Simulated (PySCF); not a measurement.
# C₆H₁₀O₃S: open-shell or spin-flip excitations

Wanted: open-shell or spin-flip excitations for C₆H₁₀O₃S (`C=C/C=C\[C@@H](C)S(=O)(=O)O`).

Computed with PySCF 2.14.0 and routines of our own; the level stands in each step. Atoms count from 0.

## 1. The system as given

20 atoms, charge 0, multiplicity 1; geometry from: GFN2-xTB.

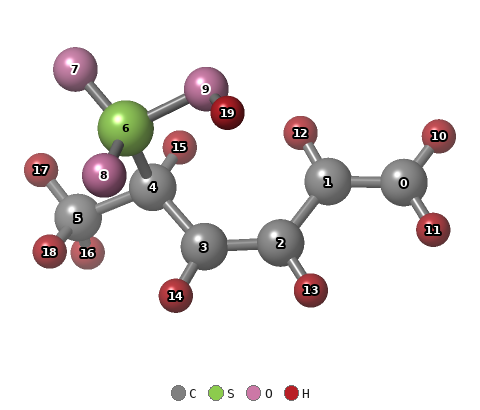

The starting geometry (carbon grey, sulfur green, oxygen pink, hydrogen red).

## 2. Open-shell or spin-flip excitations: collinear spin-flip TDA M06-2X/def2-SVP

Job settings and geometry (Å):

```
{"job": {"kind": "uabs", "xc": "M06-2X", "basis": "def2-SVP", "nstates": 8, "spin_flip": true, "ref_mult": 3}, "charge": 0, "multiplicity": 1}
C      3.270968     0.841307    -0.590230
C      2.027608     0.368253    -0.581492
C      1.377637    -0.091987     0.624229
C      0.132967    -0.569600     0.730691
C     -0.862523    -0.685865    -0.353630
C     -1.879739    -1.789125    -0.155000
S     -1.836399     0.864009    -0.318459
O     -2.825841     0.829116    -1.344377
O     -2.231317     1.177432     1.021916
O     -0.723355     1.957670    -0.749401
H      3.743359     1.185349    -1.493632
H      3.859307     0.901279     0.311190
H      1.461317     0.334031    -1.500649
H      1.985051    -0.040811     1.518942
H     -0.234695    -0.859833     1.704885
H     -0.431315    -0.700610    -1.350572
H     -1.402573    -2.767133    -0.184583
H     -2.634101    -1.734053    -0.935844
H     -2.371991    -1.661847     0.806900
H     -0.429511     2.453096     0.016687
```

Level: collinear spin-flip TDA M06-2X/def2-SVP, vertical, gas phase, core orbitals frozen in the response.

On the command line:

```
OMP_NUM_THREADS=1 python excited_run.py task.json out
```

The driver reads the jobs from task.json and runs them one after another.

The program printed:

```text
coarse grid: 77656 points
cycle   1  E = -857.3216519012  dE =  2.738e+00  |g| = 8.176e-01  |ddm| = 3.611e+00
cycle   2  E = -857.1003272922  dE =  2.213e-01  |g| = 1.149e+00  |ddm| = 1.933e+00
cycle   3  E = -857.5899064439  dE = -4.896e-01  |g| = 1.063e-01  |ddm| = 1.202e+00
cycle   4  E = -857.5944035874  dE = -4.497e-03  |g| = 5.705e-02  |ddm| = 1.728e-01
cycle   5  E = -857.5961187213  dE = -1.715e-03  |g| = 1.687e-02  |ddm| = 7.557e-02
cycle   6  E = -857.5963603122  dE = -2.416e-04  |g| = 8.978e-03  |ddm| = 3.369e-02
cycle   7  E = -857.5964516788  dE = -9.137e-05  |g| = 4.308e-03  |ddm| = 2.069e-02
cycle   8  E = -857.5964729040  dE = -2.123e-05  |g| = 1.596e-03  |ddm| = 1.140e-02
cycle   9  E = -857.5964753163  dE = -2.412e-06  |g| = 5.319e-04  |ddm| = 3.615e-03
final grid: 166344 points
cycle  10  E = -857.5962807125  dE = -6.604e-06  |g| = 1.123e-03  |ddm| = 1.285e-02
cycle  11  E = -857.5962812172  dE = -5.048e-07  |g| = 1.066e-03  |ddm| = 2.776e-03
cycle  12  E = -857.5962818720  dE = -6.547e-07  |g| = 2.438e-04  |ddm| = 1.335e-03
cycle  13  E = -857.5962820739  dE = -2.019e-07  |g| = 1.932e-04  |ddm| = 9.186e-04
cycle  14  E = -857.5962822553  dE = -1.814e-07  |g| = 1.511e-04  |ddm| = 8.493e-04
cycle  15  E = -857.5962824585  dE = -2.032e-07  |g| = 1.174e-04  |ddm| = 1.314e-03
cycle  16  E = -857.5962826663  dE = -2.078e-07  |g| = 7.234e-05  |ddm| = 1.958e-03
cycle  17  E = -857.5962827281  dE = -6.179e-08  |g| = 2.840e-05  |ddm| = 1.419e-03
cycle  18  E = -857.5962827336  dE = -5.543e-09  |g| = 1.049e-05  |ddm| = 4.563e-04
cycle  19  E = -857.5962827338  dE = -1.908e-10  |g| = 6.748e-06  |ddm| = 6.883e-05
converged SCF energy = -857.5962827338

<S^2> of the reference = 2.0086 (exact 2.0000)

Spin-flip excitations, energies against the reference
state   eV       nm        f      <S^2>   main configurations
  1  -3.5838        -   0.00000   0.070   Ha->Lb 0.97
  2  -0.1707    363.2   0.00007   2.022   Ha->L+1b 0.46, H-1a->Lb 0.41
  3   2.1889    214.8   0.00131   0.950   H-7a->Lb 0.26, Ha->L+5b 0.21, H-3a->Lb 0.08
  4   2.3333    209.5   1.10150   0.111   Ha->L+1b 0.49, H-1a->Lb 0.46
  5   3.4127    177.2   0.00237   1.055   H-6a->Lb 0.45, H-5a->Lb 0.24, H-4a->Lb 0.09, H-3a->Lb 0.09
  6   4.0869    161.6   0.05016   1.011   H-3a->Lb 0.38, Ha->L+2b 0.16, Ha->L+5b 0.16
  7   4.3151    157.0   0.00332   1.031   Ha->L+2b 0.34, H-7a->Lb 0.29, H-3a->Lb 0.15
  8   4.3748    155.8   0.00516   1.047   Ha->L+4b 0.61, Ha->L+3b 0.31
```

It took 83 s on 1 thread of Arm Neoverse V1, shared host; peak memory 0.73 GiB.

The ⟨S²⟩ below is that of the reference state, of multiplicity 3.

Key values:

| quantity | value |
| --- | --- |
| low spin less high spin | -3.413 eV |
| ⟨S²⟩ | 2.009 |

Löwdin spin populations of the reference state:

C0 0.74; C1 0.16; C2 0.28; C3 0.72; C4 -0.02; C5 0.01; S6 0.05; O7 0.03; O8 0.01; O9 0.00; H10 0.00; H11 0.00; H12 0.00; H13 0.00; H14 0.00; H15 0.01; H16 0.00; H17 0.00; H18 0.00; H19 0.00

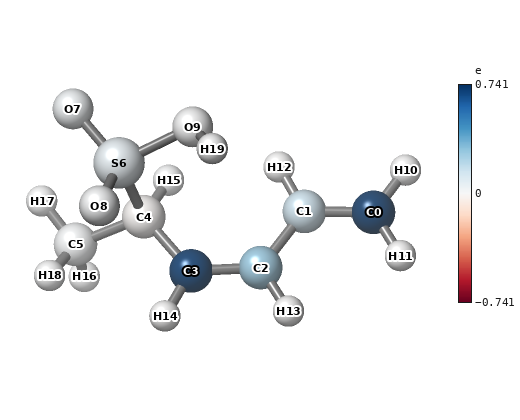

Löwdin spin populations of the reference state, as colours on the atoms.

The fields below are evaluated on a grid from the run's orbitals.

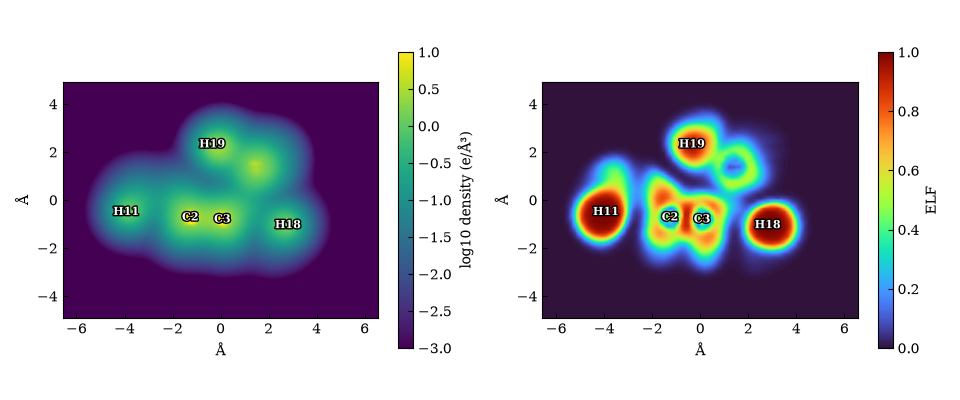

Density (left) and ELF (right) in a plane through or near 5 of the atoms.

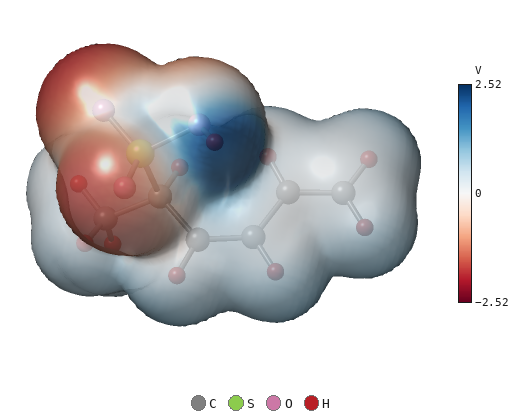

The potential that a unit positive charge feels on the 0.002 e/bohr³ surface, from -1.71 V near O7 to 2.52 V near H19.

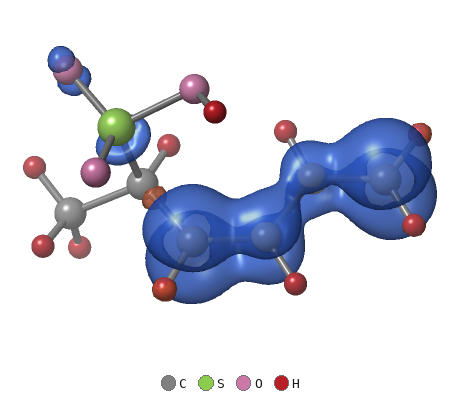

Spin density at ±0.04 e/Å³ (alpha excess blue, beta excess red).

## 3. Open-shell or spin-flip excitations: collinear spin-flip TDA M06-2X/3-21G

Settings changed since step 2:

```diff
@@ -1,2 +1,2 @@
-{"job": {"kind": "uabs", "xc": "M06-2X", "basis": "def2-SVP", "nstates": 8, "spin_flip": true, "ref_mult": 3}, "charge": 0, "multiplicity": 1}
+{"job": {"kind": "uabs", "spin_flip": true, "ref_mult": 3, "xc": "M06-2X", "basis": "3-21G", "nstates": 25, "tda": true, "scf": {"conv": 1e-07, "level_shift": 0.3, "fallback": true}}, "charge": 0, "multiplicity": 1}
 C      3.270968     0.841307    -0.590230
```

Level: collinear spin-flip TDA M06-2X/3-21G, vertical, gas phase, core orbitals frozen in the response.

The program printed:

```text
final grid: 166344 points
cycle   1  E = -853.0304775805  dE =  2.749e+00  |g| = 8.345e-01  |ddm| = 3.370e+00
cycle   2  E = -853.2509549944  dE = -2.205e-01  |g| = 6.053e-01  |ddm| = 1.635e+00
cycle   3  E = -853.3686359747  dE = -1.177e-01  |g| = 1.257e-01  |ddm| = 3.998e-01
cycle   4  E = -853.3770264435  dE = -8.390e-03  |g| = 3.240e-02  |ddm| = 1.607e-01
cycle   5  E = -853.3781349467  dE = -1.109e-03  |g| = 1.618e-02  |ddm| = 5.723e-02
cycle   6  E = -853.3785704339  dE = -4.355e-04  |g| = 9.493e-03  |ddm| = 3.195e-02
cycle   7  E = -853.3788392765  dE = -2.688e-04  |g| = 5.874e-03  |ddm| = 2.910e-02
cycle   8  E = -853.3789654499  dE = -1.262e-04  |g| = 3.756e-03  |ddm| = 2.147e-02
cycle   9  E = -853.3790121841  dE = -4.673e-05  |g| = 2.332e-03  |ddm| = 1.259e-02
cycle  10  E = -853.3790336056  dE = -2.142e-05  |g| = 1.641e-03  |ddm| = 9.043e-03
cycle  11  E = -853.3790440735  dE = -1.047e-05  |g| = 1.144e-03  |ddm| = 6.046e-03
cycle  12  E = -853.3790508405  dE = -6.767e-06  |g| = 8.434e-04  |ddm| = 5.418e-03
cycle  13  E = -853.3790544121  dE = -3.572e-06  |g| = 6.587e-04  |ddm| = 3.650e-03
cycle  14  E = -853.3790572359  dE = -2.824e-06  |g| = 5.435e-04  |ddm| = 3.535e-03
cycle  15  E = -853.3790591920  dE = -1.956e-06  |g| = 4.569e-04  |ddm| = 2.857e-03
cycle  16  E = -853.3790609933  dE = -1.801e-06  |g| = 3.819e-04  |ddm| = 3.338e-03
cycle  17  E = -853.3790621528  dE = -1.159e-06  |g| = 3.284e-04  |ddm| = 2.736e-03
cycle  18  E = -853.3790629768  dE = -8.241e-07  |g| = 2.805e-04  |ddm| = 2.585e-03
cycle  19  E = -853.3790634497  dE = -4.728e-07  |g| = 2.245e-04  |ddm| = 2.041e-03
cycle  20  E = -853.3790637121  dE = -2.624e-07  |g| = 1.724e-04  |ddm| = 1.646e-03
cycle  21  E = -853.3790638422  dE = -1.301e-07  |g| = 1.421e-04  |ddm| = 1.304e-03
cycle  22  E = -853.3790638955  dE = -5.329e-08  |g| = 8.920e-05  |ddm| = 7.982e-04
level shift removed, Fock matrix diagonalised once more
converged SCF energy = -853.3790638955

<S^2> of the reference = 2.0074 (exact 2.0000)

Spin-flip excitations, energies against the reference
state   eV       nm        f      <S^2>   main configurations
  1  -3.7291        -   0.00000   0.067   Ha->Lb 0.97
  2  -0.2778    359.2   0.00015   2.020   Ha->L+1b 0.46, H-1a->Lb 0.35
  3   2.2119    208.7   0.03790   0.923   H-8a->Lb 0.28, Ha->L+3b 0.14, H-4a->Lb 0.10
  4   2.3113    205.3   1.07422   0.144   H-1a->Lb 0.48, Ha->L+1b 0.45
  5   3.4421    172.9   0.01150   1.042   H-6a->Lb 0.66, H-4a->Lb 0.12, H-3a->Lb 0.09
  6   3.9178    162.1   0.05529   1.009   H-3a->Lb 0.39, H-6a->Lb 0.16, H-1a->Lb 0.08, H-4a->Lb 0.08
  7   4.1009    158.3   0.00261   1.037   H-2a->Lb 0.91
  8   4.3531    153.4   0.03936   1.014   Ha->L+2b 0.46, Ha->L+3b 0.18, H-8a->Lb 0.17
  9   4.4652    151.3   0.00813   1.039   H-4a->Lb 0.47, H-3a->Lb 0.36
 10   4.8006    145.4   0.00487   1.037   H-5a->Lb 0.46, H-11a->Lb 0.15, H-10a->Lb 0.13
 11   4.8212    145.0   0.00290   1.038   Ha->L+2b 0.30, Ha->L+3b 0.16, H-8a->Lb 0.13
 12   5.0421    141.4   0.00696   1.034   H-5a->Lb 0.34, H-10a->Lb 0.15, Ha->L+3b 0.14, H-9a->Lb 0.08
 13   5.1386    139.8   0.00482   1.021   H-11a->Lb 0.41, H-9a->Lb 0.28
 14   5.2741    137.7   0.00285   1.046   Ha->L+4b 0.60, Ha->L+5b 0.26
 15   5.6391    132.3   0.00931   1.042   Ha->L+5b 0.41, Ha->L+3b 0.15, H-7a->Lb 0.14, Ha->L+4b 0.11
 16   5.6937    131.6   0.00265   1.038   H-7a->Lb 0.68, H-8a->Lb 0.11
 17   5.9498    128.1   0.01943   0.952   Ha->L+6b 0.38, Ha->L+7b 0.27
 18   6.0206    127.2   0.00074   0.793   H-1a->L+1b 0.31, H-10a->Lb 0.23
 19   6.0587    126.7   0.00329   0.707   H-1a->L+1b 0.35, H-10a->Lb 0.15
 20   6.4524    121.8   0.00155   1.039   H-14a->Lb 0.34, H-9a->Lb 0.11, Ha->L+9b 0.08
 21   6.5131    121.1   0.00276   1.023   Ha->L+9b 0.51, Ha->L+8b 0.19
 22   6.6230    119.8   0.00384   1.043   Ha->L+7b 0.37, Ha->L+6b 0.22
 23   7.1453    114.0   0.00072   1.036   H-16a->Lb 0.23, H-15a->Lb 0.15, H-10a->Lb 0.14, H-11a->Lb 0.10
 24   7.1722    113.7   0.00095   1.211   H-4a->L+1b 0.19, H-1a->L+2b 0.14, H-3a->L+1b 0.13, H-1a->L+3b 0.11
 25   7.2451    113.0   0.00118   1.072   Ha->L+8b 0.43, Ha->L+10b 0.11, Ha->L+15b 0.09
```

Run time: 46 s. Hardware: 1 thread of Arm Neoverse V1, shared host; peak memory 0.61 GiB.

The ⟨S²⟩ below is that of the reference state, of multiplicity 3.

Key values:

| quantity | value |
| --- | --- |
| low spin less high spin | -3.451 eV |
| ⟨S²⟩ | 2.007 |

## 4. Outcome

```
                                                                  quantity               value
 low spin less high spin (step 2, collinear spin-flip TDA M06-2X/def2-SVP)           -3.413 eV
potential on the surface of density 0.002 e/bohr³, 1st and 99th percentile  -1.71 V and 2.52 V
    low spin less high spin (step 3, collinear spin-flip TDA M06-2X/3-21G)           -3.451 eV
```

**Reading.** The values above hold for this geometry and these levels alone.
